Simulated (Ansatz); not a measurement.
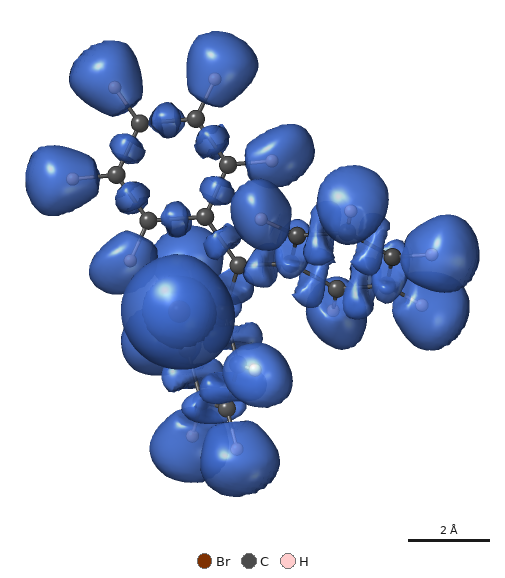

The picture shows: Br···C19H15 (charge −1, doublet). Isosurface of the ELF at 0.75 (blue), seen at an oblique angle. Core shells and regions of very low density are left out.

Geometry: r2SCAN-D4/def2-SVP.

Computed with UKS PBE0-D4/def2-TZVP (Ansatz).

```yaml
atoms:
  - { symbol: Br, position_ang: [1.9500, 1.4976, -2.0909] }
  - { symbol: C, position_ang: [3.1745, -0.6457, 2.8199] }
  - { symbol: C, position_ang: [2.0066, 0.0291, 3.1909] }
  - { symbol: C, position_ang: [1.0007, 0.2702, 2.2520] }
  - { symbol: C, position_ang: [1.1325, -0.1550, 0.9097] }
  - { symbol: C, position_ang: [0.0653, 0.0501, -0.0697] }
  - { symbol: C, position_ang: [-0.8237, 1.2049, 0.0587] }
  - { symbol: C, position_ang: [-0.3159, 2.4727, 0.4354] }
  - { symbol: C, position_ang: [-1.1645, 3.5622, 0.6108] }
  - { symbol: C, position_ang: [-2.5471, 3.4340, 0.4049] }
  - { symbol: C, position_ang: [-3.0644, 2.1944, 0.0144] }
  - { symbol: C, position_ang: [-2.2173, 1.0965, -0.1556] }
  - { symbol: C, position_ang: [-0.2673, -1.0181, -1.0125] }
  - { symbol: C, position_ang: [-0.7921, -0.7172, -2.2935] }
  - { symbol: C, position_ang: [-1.1600, -1.7307, -3.1741] }
  - { symbol: C, position_ang: [-1.0073, -3.0798, -2.8180] }
  - { symbol: C, position_ang: [-0.4732, -3.3961, -1.5644] }
  - { symbol: C, position_ang: [-0.1094, -2.3823, -0.6747] }
  - { symbol: C, position_ang: [2.3302, -0.8201, 0.5484] }
  - { symbol: C, position_ang: [3.3268, -1.0648, 1.4890] }
  - { symbol: H, position_ang: [3.9642, -0.8331, 3.5553] }
  - { symbol: H, position_ang: [1.8729, 0.3657, 4.2249] }
  - { symbol: H, position_ang: [0.0828, 0.7808, 2.5581] }
  - { symbol: H, position_ang: [0.7682, 2.5842, 0.5201] }
  - { symbol: H, position_ang: [-0.7418, 4.5354, 0.8832] }
  - { symbol: H, position_ang: [-3.2106, 4.2955, 0.5362] }
  - { symbol: H, position_ang: [-4.1409, 2.0777, -0.1533] }
  - { symbol: H, position_ang: [-2.6354, 0.1268, -0.4415] }
  - { symbol: H, position_ang: [-0.8380, 0.3332, -2.5928] }
  - { symbol: H, position_ang: [-1.5444, -1.4687, -4.1659] }
  - { symbol: H, position_ang: [-1.2906, -3.8743, -3.5166] }
  - { symbol: H, position_ang: [-0.3447, -4.4441, -1.2717] }
  - { symbol: H, position_ang: [0.2882, -2.6412, 0.3111] }
  - { symbol: H, position_ang: [2.4747, -1.0767, -0.5043] }
  - { symbol: H, position_ang: [4.2510, -1.5632, 1.1767] }
```

Identify the bonds, lone pairs and shells in this picture.

At this value the surface marks out 21 regions between bonded C–C atoms (shared pairs), 15 regions around hydrogen nuclei and one region wrapped around Br (its valence shell). Along the contacts the grid gives the following. C6···Br1 (3.12 Å): the ELF dips to about 0.10 between them. Br1···H29 (3.06 Å): the ELF dips to about 0.05 between them (a non-bonded, intermolecular contact).
